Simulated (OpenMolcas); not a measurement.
**Run report: Ru⁺, multiconfigurational calculation (part 2 of 2)**

Continued. System: Ru⁺. Method: state-averaged CASSCF, active space 7 electrons in the shell 4d, basis ANO-R2, X2C scalar Hamiltonian, spin-orbit coupling by RASSI with atomic mean-field integrals (OpenMolcas).

Output (extracts), continued:
```
--- RASSI ---
SPIN-FREE ENERGIES:
  (Shifted by EMIN (a.u.) =      -4527.7992992516)

 SF State       Relative EMIN(au)   Rel lowest level(eV)    D:o, cm**(-1)      L_eff

     1             0.0000000000        0.0000000000              0.0000         3.0
     2             0.0000000000        0.0000000000              0.0000         3.0
     3             0.0000000000        0.0000000000              0.0000         3.0
     4             0.0000000000        0.0000000000              0.0000         3.0
     5             0.0000000000        0.0000000000              0.0000         3.0
     6             0.0000000000        0.0000000000              0.0000         3.0
     7             0.0000000000        0.0000000000              0.0000         3.0
     8             0.0546549740        1.4872376079          11995.3803         1.0
     9             0.0546549740        1.4872376079          11995.3803         1.0
    10             0.0546549740        1.4872376079          11995.3803         1.0
    11             0.0575299312        1.5654691782          12626.3604         4.0
    12             0.0575299312        1.5654691782          12626.3604         4.0
    13             0.0575299312        1.5654691782          12626.3604         4.0
    14             0.0575299312        1.5654691782          12626.3604         4.0
    15             0.0575299312        1.5654691782          12626.3604         4.0
    16             0.0575299312        1.5654691782          12626.3604         4.0
    17             0.0575299312        1.5654691782          12626.3604         4.0
    18             0.0575299312        1.5654691782          12626.3604         4.0
    19             0.0575299312        1.5654691782          12626.3604         4.0
    20             0.0756301946        2.0580024371          16598.9091         4.5
    21             0.0756301946        2.0580024371          16598.9091         4.7
    22             0.0756301946        2.0580024371          16598.9091         3.8
    23             0.0756301946        2.0580024371          16598.9091         4.1
    24             0.0756301946        2.0580024371          16598.9091         4.8
    25             0.0756301946        2.0580024371          16598.9091         4.8
    26             0.0756301946        2.0580024371          16598.9091         3.9
    27             0.0756301946        2.0580024371          16598.9091         4.1
    28             0.0756301946        2.0580024371          16598.9091         4.1
    29             0.0756301946        2.0580024371          16598.9091         4.6
    30             0.0756301946        2.0580024371          16598.9091         4.7
    31             0.0756301946        2.0580024371          16598.9091         4.7
    32             0.0756301946        2.0580024371          16598.9091         4.2
    33             0.0756301946        2.0580024371          16598.9091         4.8
    34             0.0826495019        2.2490075190          18139.4690         2.0
    35             0.0826495019        2.2490075190          18139.4690         2.0
    36             0.0826495019        2.2490075190          18139.4690         2.0
    37             0.0826495019        2.2490075190          18139.4690         2.0
    38             0.0826495019        2.2490075190          18139.4690         2.0
    39             0.1299309848        3.5356022136          28516.5550         3.0
    40             0.1299309848        3.5356022136          28516.5550         3.0
Eigenvalues of complex Hamiltonian:
   -----------------------------------
  (Shifted by EMIN (a.u.) =      -4527.7992992516)

 SO State       Relative EMIN(au)   Rel lowest level(eV)    D:o, cm**(-1)     J-value

     1            -0.0071981613        0.0000000000              0.0000         3.5
     2            -0.0071981613        0.0000000000              0.0000         3.5
     3            -0.0071981613        0.0000000000              0.0000         3.8
     4            -0.0071981613        0.0000000000              0.0000         3.8
     5            -0.0071981613        0.0000000000              0.0000         3.7
     6            -0.0071981613        0.0000000000              0.0000         2.7
     7            -0.0071981613        0.0000000000              0.0000         3.8
     8            -0.0071981613        0.0000000000              0.0000         3.7
     9            -0.0071981613        0.0000000000              0.0000         3.7
    10            -0.0071981613        0.0000000000              0.0000         3.6
    11            -0.0002331587        0.1895273771           1528.6414         2.9
    12            -0.0002331587        0.1895273771           1528.6414         2.0
    13            -0.0002331587        0.1895273771           1528.6414         2.3
    14            -0.0002331587        0.1895273771           1528.6414         2.9
    15            -0.0002331587        0.1895273771           1528.6414         2.8
    16            -0.0002331587        0.1895273771           1528.6414         3.2
    17            -0.0002331587        0.1895273771           1528.6414         3.1
    18            -0.0002331587        0.1895273771           1528.6414         2.9
    19             0.0044833813        0.3178709677           2563.8023         2.2
    20             0.0044833813        0.3178709677           2563.8023         2.0
    21             0.0044833813        0.3178709677           2563.8023         2.0
    22             0.0044833813        0.3178709677           2563.8023         1.6
    23             0.0044833813        0.3178709677           2563.8023         1.8
    24             0.0044833813        0.3178709677           2563.8023         2.2
    25             0.0075634741        0.4016845639           3239.8045         0.9
    26             0.0075634741        0.4016845639           3239.8045         1.2
    27             0.0075634741        0.4016845639           3239.8045         1.1
    28             0.0075634741        0.4016845639           3239.8045         1.3
    29             0.0519319910        1.6090134132          12977.5684         2.4
    30             0.0519319910        1.6090134132          12977.5684         1.2
    31             0.0519319910        1.6090134132          12977.5684         2.2
    32             0.0519319910        1.6090134132          12977.5684         2.2
    33             0.0519319910        1.6090134132          12977.5684         2.4
    34             0.0519319910        1.6090134132          12977.5684         1.2
    35             0.0525636071        1.6262005626          13116.1921         1.0
    36             0.0525636071        1.6262005626          13116.1921         1.3
    37             0.0525636071        1.6262005626          13116.1921         1.0
    38             0.0525636071        1.6262005626          13116.1921         1.3
    39             0.0537300422        1.6579408781          13372.1950         3.5
    40             0.0537300422        1.6579408781          13372.1950         2.8
    41             0.0537300422        1.6579408781          13372.1950         3.8
Weights of the five most important spin-orbit-free states for each spin-orbit state.

 SO State  Total energy (au)           Spin-free states, spin, and weights
 -------------------------------------------------------------------------------------------------------
    1        -0.007198       7 1.5  0.4097    5 1.5  0.1488    3 1.5  0.1469    6 1.5  0.1232    4 1.5  0.0993
    2        -0.007198       1 1.5  0.2234    2 1.5  0.2142    7 1.5  0.1309    5 1.5  0.1201    4 1.5  0.1115
    3        -0.007198       7 1.5  0.3792    6 1.5  0.1481    3 1.5  0.1402    1 1.5  0.1326    5 1.5  0.1038
    4        -0.007198       2 1.5  0.2078    1 1.5  0.1827    4 1.5  0.1816    6 1.5  0.1215    3 1.5  0.1108
    5        -0.007198       3 1.5  0.2279    6 1.5  0.1999    5 1.5  0.1524    1 1.5  0.1315    4 1.5  0.1221
    6        -0.007198       5 1.5  0.3487    6 1.5  0.2515    3 1.5  0.1957    2 1.5  0.0544    1 1.5  0.0516
    7        -0.007198       4 1.5  0.2972    6 1.5  0.1383    5 1.5  0.1289    3 1.5  0.1267    7 1.5  0.1183
    8        -0.007198       4 1.5  0.2868    3 1.5  0.1813    2 1.5  0.1566    6 1.5  0.1282    1 1.5  0.0954
    9        -0.007198       2 1.5  0.2437    1 1.5  0.1849    4 1.5  0.1572    6 1.5  0.1132    5 1.5  0.1125
   10        -0.007198       1 1.5  0.2877    2 1.5  0.2720    5 1.5  0.1423    6 1.5  0.0907    3 1.5  0.0845
   11        -0.000233       7 1.5  0.1842    1 1.5  0.1762    3 1.5  0.1694    2 1.5  0.1664    6 1.5  0.1647
   12        -0.000233       7 1.5  0.2673    5 1.5  0.2312    6 1.5  0.1540    4 1.5  0.1205    3 1.5  0.0823
```

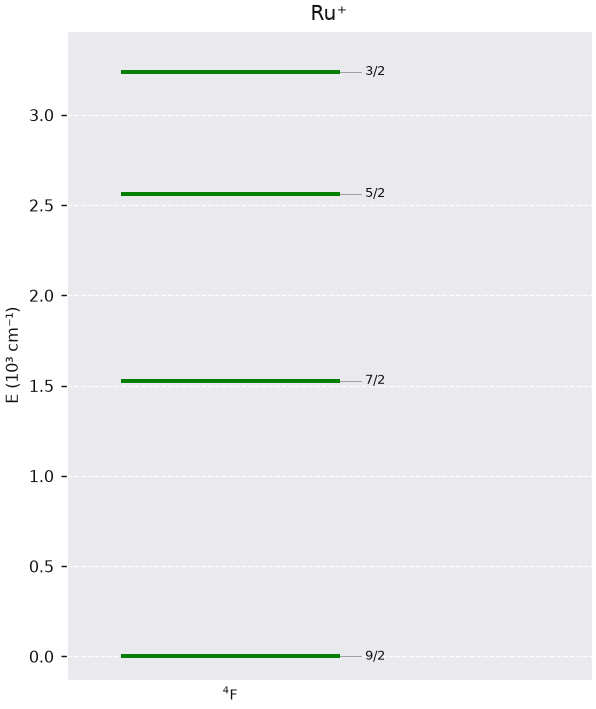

Level diagram of Ru II (Ru⁺). The lowest level is 4d⁷ ⁴F₉/₂. The first excited level, 4d⁷ ⁴F₇/₂, lies at 1,530 cm⁻¹. The ground term spreads over 3,240 cm⁻¹ in the order J = 9/2, 7/2, 5/2, 3/2, an inverted multiplet. All levels drawn have even parity, so no electric dipole line joins them. The leading LS term holds 99 % of a level on average. The ground level has g = 1.331. Spin-orbit coupling puts the ground level 1,580 cm⁻¹ below the lowest spin-free term.

| Configuration | Level | E (cm⁻¹) |
| --- | --- | --- |
| 4d⁷ | ⁴F₉/₂ | 0 |
| 4d⁷ | ⁴F₇/₂ | 1,529 |
| 4d⁷ | ⁴F₅/₂ | 2,564 |
| 4d⁷ | ⁴F₃/₂ | 3,240 |

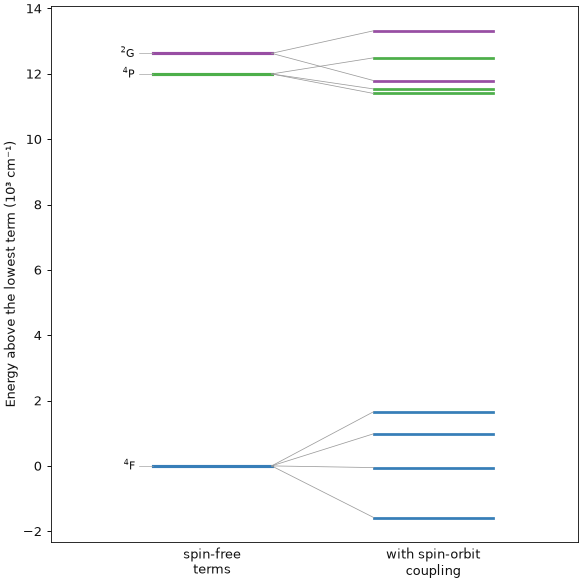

Terms of Ru⁺ without and with spin-orbit coupling; the J values are left off. ⁴F (at 0) splits over 3,240 cm⁻¹ into J = 9/2, 7/2, 5/2, 3/2 from the bottom up (inverted); ⁴P (at 12,000 cm⁻¹) splits over 1,090 cm⁻¹ into J = 5/2, 3/2, 1/2 from the bottom up (inverted); ²G (at 12,600 cm⁻¹) splits over 1,520 cm⁻¹ into J = 9/2, 7/2 from the bottom up (inverted). The ground level lies 1,580 cm⁻¹ below the lowest term.

The input:
```
&GATEWAY
Coord
1

Ru 0.0 0.0 0.0
Basis=ANO-R2
Group=XYZ
NoMove
AngMom=0.0 0.0 0.0
AMFI
&SEWARD
&RASSCF
FileOrb=start.orb
Symmetry=1
Spin=4
nActEl=7 0 0
Inactive=9 9
Ras2=5 0
CIRoot=10 10 1
SDav=10
CIMx=300
Iter=120 100
PrWF=0.3
OrbListing=Nothing
MaxOrb=0
Atom
>>> COPY $Project.JobIph JOB001
&RASSCF
FileOrb=start.orb
Symmetry=1
Spin=2
nActEl=7 0 0
Inactive=9 9
Ras2=5 0
CIRoot=40 40 1
SDav=40
CIMx=300
Iter=120 100
PrWF=0.3
OrbListing=Nothing
MaxOrb=0
Atom
>>> COPY $Project.JobIph JOB002
&RASSI
NrOfJobIphs=2 10 40
1 2 3 4 5 6 7 8 9 10
1 2 3 4 5 6 7 8 9 10 11 12 13 14 15 16 17 18 19 20 21 22 23 24 25 26 27
28 29 30 31 32 33 34 35 36 37 38 39 40
IphNames
JOB001
JOB002
EJob
SpinOrbit
DIPRint=1.0
SOCoupling=1000.0
Subsets=2
MEES
Property=10
'ANGMOM' 1 'ANGMOM' 2 'ANGMOM' 3 'MLTPL  1' 1 'MLTPL  1' 2 'MLTPL  1' 3
'AMFI' 1 'AMFI' 2 'AMFI' 3 'MLTPL  2' 6
SOProperty=3
'ANGMOM' 1 'ANGMOM' 2 'ANGMOM' 3
```

The file start.orb holds starting orbitals from an earlier step. A driver script formed the levels outside the program, from RASSI's spin-orbit matrix and the active-space energies, averaged over the components of each term or state.

Key numbers:

- outcome: converged
- lowest level: 4d⁷ ⁴F₉/₂
- first excited level: 4d⁷ ⁴F₇/₂, 1,529 cm⁻¹ (measured: 1,523)
- energy of the lowest spin-free term: −4527.79930 hartree
- energy of the lowest spin-orbit level: −4527.80650 hartree
- largest spread among components of a term: 0.0 cm⁻¹
- hardware: 1 CPU thread, shared host
- wall time: 9.7 s

Notes:

Against measured levels the run misses widely: 4d7 4P J = 5/2 comes out at 12,978 cm⁻¹ where 8,257 cm⁻¹ is measured. Without dynamic correlation the splittings between terms come out too large, often by 20 to 50 %. Limits: only configurations of the active space are included.
